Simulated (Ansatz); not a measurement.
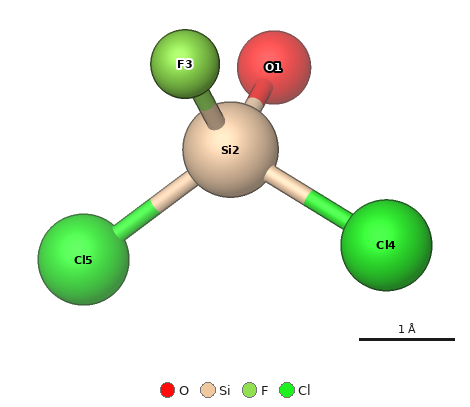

**Figure 1.** The structure (ball-and-stick view, seen at a tilt; atoms are numbered from 1 in the order of the input). Bond lengths as drawn: Cl–Si 2.01 Å, F–Si 1.57 Å and O–Si 1.64 Å.

## Two runs on SiCl$_{2}$OF

System: SiCl$_{2}$OF, multiplicity 2, SMILES [O][Si](F)(Cl)Cl.
Method of the first run: UKS SPW92/def2-TZVPP (Ansatz 0.2.0).

The geometry comes from this level: PBE0-D4/def2-TZVP. Text and figures count atoms from 1; the logs count them from 0 in places.

### Input file, the first run
```yaml
crystal:
  periodic: [false, false, false]
  atoms:
    - {symbol: O, position_ang: [1.205179, -1.120893, 0.351019]}
    - {symbol: Si, position_ang: [0.001992, -0.037316, 0.071864]}
    - {symbol: F, position_ang: [-0.944508, 0.175525, 1.311101]}
    - {symbol: Cl, position_ang: [-1.088599, -0.815843, -1.428500]}
    - {symbol: Cl, position_ang: [0.875736, 1.725026, -0.346984]}
basis:
  gaussian: {orbitals: def2-TZVPP}
magnetization: {spin_polarized: true, initial_magnetization: 1}
hamiltonian: {xc: lda}
output: {orbitals: {seedname: orbitals}}
```

Hardware: 4 CPU threads, shared host.

### Output (the first run)
```
Functional definition: SPW92
  exchange = slater_x
  correlation = pw_c
1183 factors; their error is unknown
mean field evaluation 1: about -37534.5991 eV, gradient 5.9e1 eV
mean field evaluation 2: about -37292.5338 eV, gradient 1.6e2 eV
mean field evaluation 4: about -37543.0226 eV, gradient 4.3e1 eV
mean field evaluation 8: about -37549.6521 eV, gradient 2.7e0 eV
mean field evaluation 16: about -37549.6618 eV, gradient 1.3e-2 eV
mean field evaluation 32: about -37547.2608 eV, gradient 1.3e1 eV
mean field -37549.66181694 eV, -1379.9246196975 hartree, gradient 8.8e-6 eV, S^2 0.752564; 6 other end points of the search recorded, 0 dependent functions left out
reference -37549.66184850 eV, -1379.9246208575 hartree; 33, 32 occupied and 155, 156 virtual orbitals, 1183 factors
Total energy: -37549.66184850 eV, -1379.9246208575 hartree
```

The input of the second run differs as follows (lines with − go, lines with + come):
```diff
-hamiltonian: {xc: lda}
+hamiltonian: {xc: hse06, dispersion: d4}
```

What does this change do to the results?

The total energies belong to different models, so their difference says nothing on which is more stable or more accurate. The HOMO goes from −7.98 to −9.46 eV. The LUMO goes from −7.74 to −6.10 eV.

### Output (the second run)
```
Functional definition: HSE06
  parameter a = 0.25
  parameter omega = 0.11/bohr
  exchange = pbe_x - a*pbe_x_sr(omega) + a*exact_x_sr(omega)
  correlation = pbe_c
1248 factors; their error is unknown
64 factors; integrals over basis functions are off by at most 3.7e-7 eV
mean field evaluation 1: about -37663.1370 eV, gradient 5.3e1 eV
mean field evaluation 2: about -37485.3110 eV, gradient 1.5e2 eV
mean field evaluation 4: about -37674.1086 eV, gradient 2.5e1 eV
mean field evaluation 8: about -37676.4841 eV, gradient 3.7e-1 eV
mean field evaluation 16: about -37676.5795 eV, gradient 9.4e-3 eV
mean field evaluation 32: about -37676.5795 eV, gradient 2.8e-5 eV
mean field -37676.57952342 eV, -1384.5887593828 hartree, gradient 8.4e-6 eV, S^2 0.753624; 2 other end points of the search recorded, 0 dependent functions left out
reference -37676.57955628 eV, -1384.5887605906 hartree; 33, 32 occupied and 155, 156 virtual orbitals, 1248 factors
Total energy: -37676.71943615 eV, -1384.5939010810 hartree
```

### The two runs side by side

```tsv
quantity	the first run	the second run
outcome	converged	converged
total energy (hartree)	−1379.924621	−1384.593901
HOMO (eV)	−7.98	−9.46
LUMO (eV)	−7.74	−6.10
⟨S²⟩	0.753	0.754
basis functions	188	188
wall time (shared host)	4.9 s	11 s
```
